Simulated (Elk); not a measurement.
Band structure of Pd (Fm-3m, 1 atom in the cell).

```
CELL_PARAMETERS angstrom
      0.00000     1.99195     1.99195
      1.99195     0.00000     1.99195
      1.99195     1.99195     0.00000
ATOMIC_POSITIONS crystal
  Pd 0.00000 0.00000 0.00000
```
Moments meant for the start (each program seeds them in its own way; μB, in the order of the atoms Pd): 1.0.

Level of theory: Elk with PBE, all-electron FP-LAPW, Elk's shipped species files, APW+lo basis with extra local orbitals.

Settings: xctype = 20; spinpol = true; rgkmax = 7.5; stype = 0; swidth = 0.00999582 Ha; ngridk = 10 10 10; reducebf = 0.8; gmaxvr = 16 1/bohr; nxlo = 2; lorbcnd = true; lmaxi = 2; bfcmt = [[0.0, 0.0, -1.0]].

The starting cell comes from a database of computed structures (which also holds hypothetical and non-ambient phases and stackings), without a prior relaxation at this level. Its lattice was rescaled by a random factor within 2.5 % of one. The starting moments vanished: the run ended non-magnetic. Values depend on the basis (sphere radii, cutoffs, local orbitals), which need not be converged.

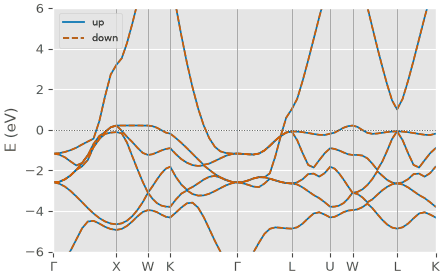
Fig. 1. Bands along the path, energies from the Fermi level.

Levels in eV from the Fermi level, bands 6 to 12 of the first spin channel:
| point | 6 | 7 | 8 | 9 | 10 | 11 | 12 |
|---|---|---|---|---|---|---|---|
| Γ | -2.59 | -2.59 | -2.59 | -1.17 | -1.17 | 16.88 | 21.17 |
| X | -4.65 | -0.11 | 0.21 | 0.21 | 3.21 | 9.98 | 12.66 |
| W | -3.10 | -3.10 | -1.24 | 0.21 | 8.40 | 8.40 | 9.72 |
| K | -3.79 | -1.82 | -0.90 | -0.19 | 6.68 | 7.64 | 10.13 |
| L | -2.64 | -2.64 | -0.08 | -0.08 | 1.01 | 6.71 | 16.23 |
| U | -3.79 | -1.82 | -0.90 | -0.19 | 6.68 | 7.64 | 10.13 |

Bands cross the Fermi level along this path, so the cell is metallic at this level.

The net moment of the cell came out as 0.00 μB.
